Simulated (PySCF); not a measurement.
# ClH₁₀NSi₄: what the fields show

```
atom    x (Å)    y (Å)    z (Å)
  Si   0.3520  -0.0298   0.6313
  Si   0.0085  -2.1528  -0.3003
  Si  -1.0323   0.4708   2.4516
   N   0.1972   1.2293  -0.5518
  Si   0.5049   1.1571  -2.2714
  Cl   2.2948  -0.1185   1.4364
   H  -1.2753  -2.2033  -1.0654
   H   1.1425  -2.5358  -1.1931
   H  -0.0646  -3.1211   0.8367
   H  -0.7752  -0.4762   3.5772
   H  -2.4714   0.3838   2.0520
   H  -0.7458   1.8683   2.9061
   H   0.1142   2.1662  -0.1611
   H   1.8537   1.6781  -2.6528
   H   0.4105  -0.2795  -2.6637
   H  -0.5229   1.9523  -3.0081
```

Geometry: PBE0-D3(BJ)/def2-SVP.

Level of theory: PBE0/pcSseg-1, SCF density, gas phase, non-relativistic in PySCF.

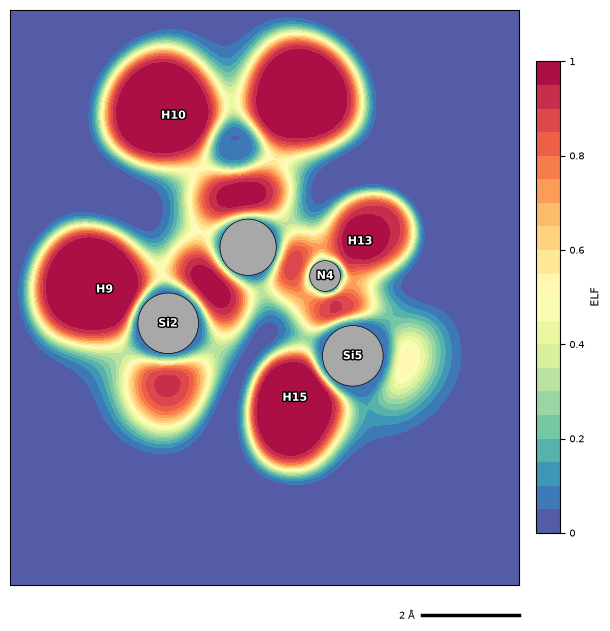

Figure 1. ELF on the plane of atoms Si5, N4 and H13. Grey discs cover the atomic cores.

Q: Read the bonding off the picture.

A:
- The plane passes through Si, N and H nuclei.
- Si–N (1.75 Å): the ELF peaks at about 0.90 between the atoms, as expected for a polar covalent bond.
- N–H (1.02 Å): the ELF climbs to about 1 towards the hydrogen, as it does in any bond to H; an ordinary covalent bond to hydrogen.
- Si–H (1.49 Å): the ELF climbs to about 1 towards the hydrogen.

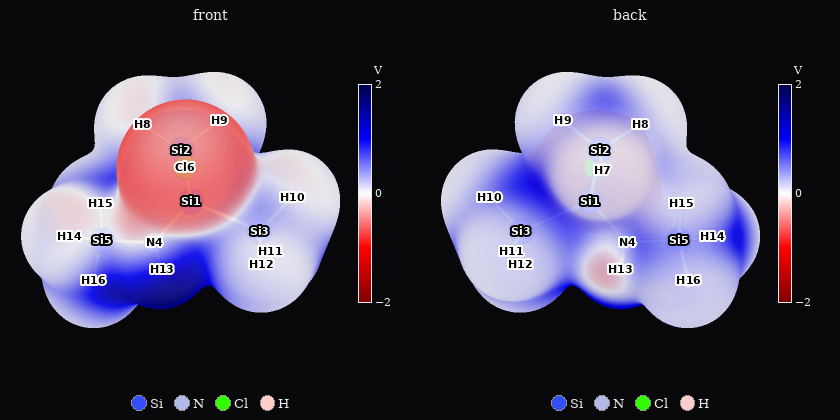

Figure 2. The electrostatic potential painted on the density surface at 0.001 e/bohr³, seen from the front and from behind; red is negative and blue positive.

Q: Where is the surface potential most negative and most positive?

A: The most negative region (about −0.6 V, or −14 kcal/mol for a unit charge) lies over Cl6, the most positive (about +1.7 V, or +39 kcal/mol for a unit charge) over H13.
